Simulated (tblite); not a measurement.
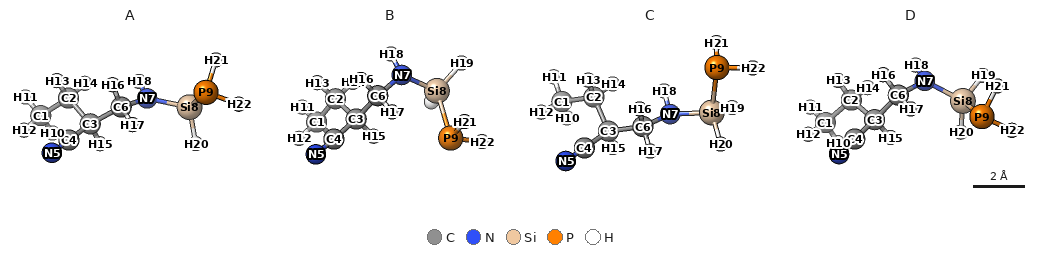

4 geometries from one relaxation of C$_{5}$H$_{13}$N$_{2}$PSi, in shuffled order. A ball-and-stick model, seen at a tilt.

All numbers below come from GFN2-xTB geometry optimisation, gas phase (tblite 0.8.0). 

### Order the frames from highest to lowest energy.

C, A, D, B. They are steps 0, 145, 188, 256, at +9.80 kcal/mol, +3.30 kcal/mol, +1.10 kcal/mol relative to the last. H21 moves most after the best rigid fit: 3.44 Å. Largest moves by element: H 3.44 Å, P 2.87 Å, N 1.73 Å, C 1.36 Å, Si 1.16 Å. Near-neighbour distances that change, for instance: C3–C4 1.488 → 1.442 Å, Si8–P9 2.196 → 2.238 Å, P9–H21 1.417 → 1.382 Å, C6–N7 1.464 → 1.439 Å. Among the angles between lasting bonds that change: Si8–N7–H18 106.5° → 117.1°, P9–Si8–H19 109.2° → 117.0°, N7–Si8–H20 108.6° → 115.3°. After 256 geometry steps the energy has fallen by 9.80 kcal/mol. Cost: 2.7 s on 1 thread of Arm Neoverse V1, with other jobs on the host.
